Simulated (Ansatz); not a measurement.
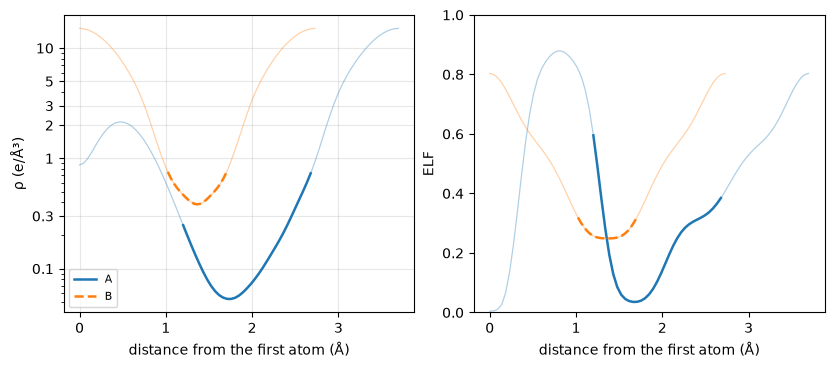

Figure. RbAu$_{2}$. Valence electron density and ELF along straight lines between neighbouring atoms. Thin, pale parts lie inside the atomic spheres.

Space group P6/mmm; a structure generated by program, which may or may not match a known phase; computed pressure about −3 GPa in this cell; computed without spin polarisation.

Method: Ansatz 0.2.0, DFT PBEsol, scalar-relativistic, plane waves, PAW.

Core electrons are frozen (PAW), and the valence fields are smoothed inside the atomic spheres.

Which curve belongs to which contact (Au–Au and Rb–Au)? The first atom named is at distance zero.

Curve A: Rb–Au (3.70 Å): the density is about 0.06 e/Å³ at the midpoint; the ELF is about 0.05 at the midpoint (no localised pair shows between them). Curve B: Au–Au (2.73 Å): ρ is about 0.38 e/Å³ halfway; the ELF is about 0.25 at the midpoint; no shared electron pair shows on this line.
